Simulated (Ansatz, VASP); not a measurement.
# GeW in two plane-wave programs, part 2 of 2

One calculation is typed for both programs; each brings its own data sets and cutoff. How far apart do they land? The cell is generated by rule, not measured, and may not be a known phase. The cell comes out of the VASP series on this material, whose earlier steps may have relaxed, scaled or displaced it; both programs get it as it stands.

VASP 6.6.1 and Ansatz 0.2.0.

So far. Step 2 (VASP: band structure, LDA): The run ends at a pressure of -29.10 GPa.

### Step 6. VASP: band structure, LDA, spin-orbit coupling

Level of this step: LDA, spin-orbit coupling; plane waves and PAW (W, Ge_d); invented cell (VASP).

The same cell, functional (in two slightly different forms), mesh and smearing now go to VASP, with its own data sets and cutoff.

Contents of INCAR:

```
SYSTEM = GeW
PREC = Accurate
ENCUT = 410
EDIFF = 1E-06
NELM = 100
ISMEAR = 0
SIGMA = 0.02
LREAL = .FALSE.
ALGO = Normal
GGA = CA
LNONCOLLINEAR = .TRUE.
MAGMOM = 0 0 0 0 0 0
NBANDS = 32
GGA_COMPAT = .FALSE.
LASPH = .TRUE.
LSORBIT = .TRUE.
LMAXMIX = 4
LORBIT = 11
LWAVE = .FALSE.
LCHARG = .FALSE.
KPAR = 4
ISIF = 2
```

Contents of POSCAR:

```
GeW
1.0
    0.0000000000      2.7600000000      2.7600000000
    2.7600000000      0.0000000000      2.7600000000
    2.7600000000      2.7600000000      0.0000000000
W Ge
1 1
Direct
    0.0000000000      0.0000000000      0.0000000000
    0.5000000000      0.5000000000      0.5000000000
```

Contents of KPOINTS:

```
Automatic mesh
0
Gamma
8 8 8
0 0 0
```

Contents of KPOINTS_OPT:

```
Line mode
16
Line-mode
Reciprocal
  0.00000000   0.00000000   0.00000000 GAMMA
  0.50000000   0.00000000   0.50000000 X

  0.50000000   0.00000000   0.50000000 X
  0.50000000   0.25000000   0.75000000 W

  0.50000000   0.25000000   0.75000000 W
  0.37500000   0.37500000   0.75000000 K

  0.37500000   0.37500000   0.75000000 K
  0.00000000   0.00000000   0.00000000 GAMMA

  0.00000000   0.00000000   0.00000000 GAMMA
  0.50000000   0.50000000   0.50000000 L

  0.50000000   0.50000000   0.50000000 L
  0.62500000   0.25000000   0.62500000 U

  0.62500000   0.25000000   0.62500000 U
  0.50000000   0.25000000   0.75000000 W

  0.50000000   0.25000000   0.75000000 W
  0.50000000   0.50000000   0.50000000 L

  0.50000000   0.50000000   0.50000000 L
  0.37500000   0.37500000   0.75000000 K

  0.62500000   0.25000000   0.62500000 U
  0.50000000   0.00000000   0.50000000 X
```

PAW data sets: W and Ge_d (LDA family, release 64).

Launch:

```
mpirun -np 4 vasp_ncl
```

Numbers of over 12 decimals in the logs are rounded to 6 here.

What it wrote:

```text
[... set-up lines as in an earlier step ...]
 entering main loop
       N       E                     dE             d eps       ncg     rms          rms(c)
DAV:   1     0.147744258117E+03    0.14774E+03   -0.81929E+03  2400   0.237E+03
DAV:   2     0.783242655443E+01   -0.13991E+03   -0.13265E+03  1896   0.645E+02
DAV:   3    -0.170070378441E+02   -0.24839E+02   -0.24293E+02  2192   0.138E+02
DAV:   4    -0.181988876793E+02   -0.11918E+01   -0.11890E+01  2176   0.357E+01
[...]
DAV:  11    -0.168696565831E+02    0.21243E-04   -0.65271E-05  2048   0.672E-02    0.228E-02
DAV:  12    -0.168696517344E+02    0.48487E-05   -0.14327E-05  2488   0.649E-02    0.796E-03
DAV:  13    -0.168696515793E+02    0.15505E-06   -0.69556E-07  1320   0.109E-02
   1 F= -.16869652E+02 E0= -.16868804E+02  d E =-.169453E-02  mag=    -0.0000     0.0000    -0.0000
 Start KPOINTS_OPT (optional k-point list driver)
k-point batch [1-29\160]
       N       E                     dE             ncg
DAV:   1    -0.329387408706E+03   -0.13247E+05     2384
DAV:   2    -0.432779495222E+04   -0.39984E+04     1928
DAV:   3    -0.503851223849E+04   -0.71072E+03     2176
DAV:   4    -0.507394887669E+04   -0.35437E+02     2112
[...]
DAV:   8    -0.507468339259E+04   -0.29928E-04     2080
DAV:   9    -0.507468339399E+04   -0.14014E-05     1688
DAV:  10    -0.507468339414E+04   -0.14916E-06     1184
[...]
k-point batch [146-160\160]
       N       E                     dE             ncg
DAV:   1     0.802659639525E+04   -0.97869E+04     1232
DAV:   2     0.598672536578E+04   -0.20399E+04     1040
DAV:   3     0.562364559814E+04   -0.36308E+03     1096
DAV:   4     0.560604113670E+04   -0.17604E+02     1128
DAV:   5     0.560567884230E+04   -0.36229E+00     1104
DAV:   6     0.560566998181E+04   -0.88605E-02     1144
DAV:   7     0.560566965725E+04   -0.32455E-03     1096
DAV:   8     0.560566964256E+04   -0.14691E-04     1104
DAV:   9     0.560566964191E+04   -0.65409E-06      840
```

Parts of OUTCAR (step 6):

```text
  Total       -7.4013761     -7.4013761     -7.4013761      0.0000000     -0.0000000      0.0000000
  in kB     -282.0108472   -282.0108472   -282.0108472      0.0000000     -0.0000000      0.0000000
  external PRESSURE =    -282.0108472 kB  Pullay stress =       0.0000000 kB

 POSITION                                       TOTAL-FORCE (eV/Angst)
 -----------------------------------------------------------------------------------
      0.00000      0.00000      0.00000         0.000000      0.000000      0.000000
      2.76000      2.76000      2.76000        -0.000000     -0.000000     -0.000000
 -----------------------------------------------------------------------------------
    total drift:                                0.000000      0.000000      0.000000

  FREE ENERGIE OF THE ION-ELECTRON SYSTEM (eV)
  ---------------------------------------------------
  free  energy   TOTEN  =       -16.8696515793 eV

  energy  without entropy=      -16.8679570461  energy(sigma->0) =      -16.86880431

 magnetization (x)
# of ion       s       p       d       tot
------------------------------------------
    1        0.000   0.000   0.000   0.000
    2        0.000   0.000   0.000   0.000
--------------------------------------------------
tot          0.000   0.000   0.000   0.000

 magnetization (y)
# of ion       s       p       d       tot
------------------------------------------
    1        0.000   0.000   0.000   0.000
    2       -0.000   0.000   0.000   0.000
--------------------------------------------------
tot         -0.000   0.000   0.000   0.000

 magnetization (z)
# of ion       s       p       d       tot
------------------------------------------
    1        0.000   0.000   0.000   0.000
    2        0.000   0.000   0.000   0.000
--------------------------------------------------
tot          0.000   0.000   0.000   0.000

[... 1 part as in an earlier step ...]

[... 2 further parts left out ...]
[key lines of the parts left out:]
E-fermi :   5.0850
```

The run ends at a pressure of -28.20 GPa.

### Step 7. Differences

What differs besides the data sets and the points named for the pairs above, as far as they apply: spin-orbit coupling enters by fully relativistic files in Ansatz and inside the spheres in VASP; the data sets hold 28 valence electrons in Ansatz (fully relativistic PAW (standard-fr) files) and 20 in VASP. Total energies have different zeros and are not compared.

Compared:

| quantity | Ansatz | VASP | difference |
| --- | --- | --- | --- |
| pressure (GPa) | -27.65 | -28.20 | +0.55 |

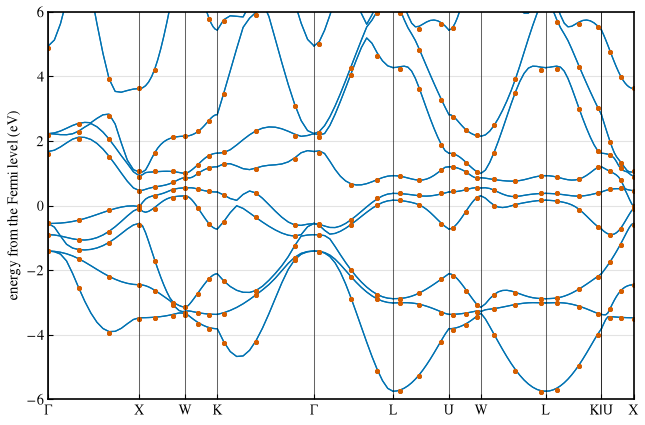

Bands from VASP (lines) and levels from Ansatz (dots). Dots without a line are higher empty bands that the VASP plot leaves out.

Levels from 3 eV below to 2 eV above the Fermi level differ by 18 meV r.m.s. and 74 meV at most; each VASP level is matched to the nearest of Ansatz, which flatters the figure a little.

### Step 8. What came out

```yaml
r_m_s_difference_of_levels_near_the_fermi_level_band_structure_lda: 15 meV
difference_in_pressure_band_structure_lda: 0.58 GPa
r_m_s_difference_of_levels_near_the_fermi_level_band_structure_lda_spin_orbit_coupling: 18 meV
difference_in_pressure_band_structure_lda_spin_orbit_coupling: 0.55 GPa
```

What this shows: The difference in pressure is 0.58 GPa (band structure, LDA), within the 1 GPa picked in this series as the mark of a large difference. How closely two codes agree says nothing of how well the functional describes the real material.

[Lines on the potential files, build, host, timing and source positions are cut from VASP's logs without a mark.]

[Logs are printed without paths, hosts, clocks, repeated set-up lines and the standing remarks that a program may print on its own settings, such as how far it seeks lower states.]

[Hosts, paths, dates, database ids (printed as entryN), source tags and the programs' standing remarks are cut or masked in the printed files.]
